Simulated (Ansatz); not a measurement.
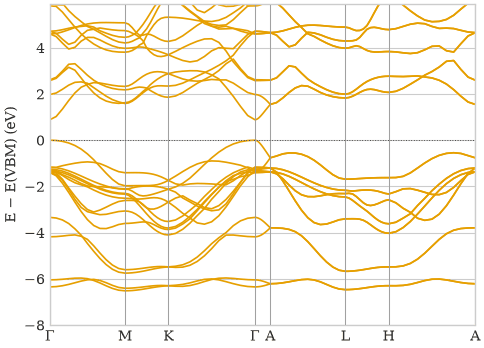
*Band structure from r²SCAN+D4 (plane waves, PAW; program Ansatz)*

Question: Read off the gap and where the band edges lie.

Answer: About 0.9 eV (0.89 eV by a search for the band edges); maximum at Γ, minimum at Γ.

The material is InSe in space group P6_3/mmc (No. 194; In on 4f, Se on 4f).

The r²SCAN+D4 relaxation kept the symmetry of its start. Scalar-relativistic: spin–orbit coupling is off unless named, which matters more the heavier the elements.

Potentials: the later of the program's two PAW sets.
